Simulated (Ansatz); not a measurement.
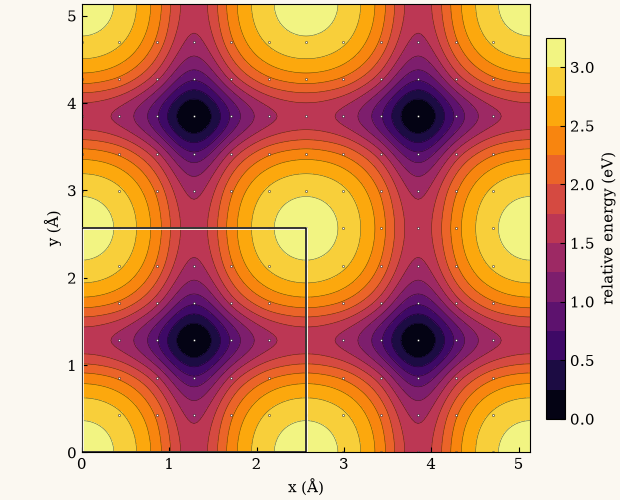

N on a Cu(100) slab cut from the Fm-3m phase, its upper half relaxed before the scan (12 atoms of substrate and one adsorbate in a 2 × 2 cell). N is moved over the surface cell; relaxed at each place: the height of the adsorbate's atoms; substrate rigid; the origin of the map has the adsorbate above Cu9. Places are given modulo a cell vector. The map is drawn in real space over the plane of the surface. The grid has 6 × 6 points; 10 points were computed and 26 follow by symmetry. Places are given in fractions of the 1 × 1 surface cell. All energies are given in eV relative to the lowest grid point. Method: Ansatz, DFT PBE, scalar-relativistic, plane waves, PAW. Settings: cutoff 420 eV, k-mesh 5×5×1, gaussian smearing 0.1 eV, no spin polarisation.

In the figure: filled contours, dots at the grid points, the outline of one cell of the 2 × 2 shown. Between grid points the surface is interpolated.

The lowest grid point is at a fourfold hollow over a second-layer Cu atom, (3/6, 3/6) of the cell vectors. It is the only kind of minimum in the scanned range. The highest grid point, the top site over a surface Cu atom, (0/6, 0/6) of the cell vectors, lies 3.11 eV above the lowest. On the interpolated surface the easiest way out of the lowest well to its copy in the next cell or period passes a barrier of about 1.6 eV. At the lowest point the adsorbate has 4 Cu at 1.89 Å as nearest neighbours, at the highest 1 Cu at 1.69 Å. Its relaxed height above the top atom is 0.55 Å at the lowest and 1.69 Å at the highest point.

N is replaced by Cl; all else is set up alike.

**How does the landscape change?**

The lowest place stays at a fourfold hollow over a second-layer Cu atom, (3/6, 3/6) of the cell vectors. The span from the lowest to the highest grid point shrinks from 3.11 to 0.42 eV. The easiest pass out of the lowest well goes from about 1.6 to about 0.097 eV on the interpolated surfaces. In the new map: at the lowest point the adsorbate has 4 Cu at 2.50 Å as nearest neighbours, at the highest 1 Cu at 2.16 Å. Its relaxed height above the top atom is 1.72 Å at the lowest and 2.16 Å at the highest point.

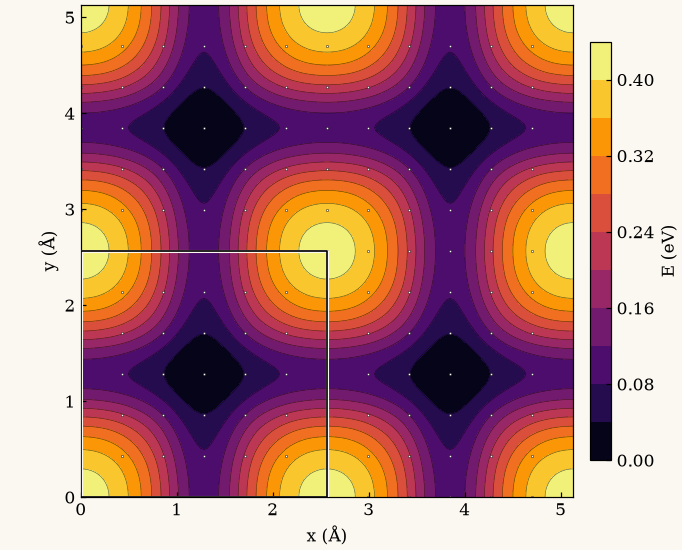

The map after the change, on a colour scale of its own. In the figure: filled contours, dots at the grid points, the outline of one cell of the 2 × 2 shown. Between grid points the surface is interpolated.

PAW datasets: the set soft_1.
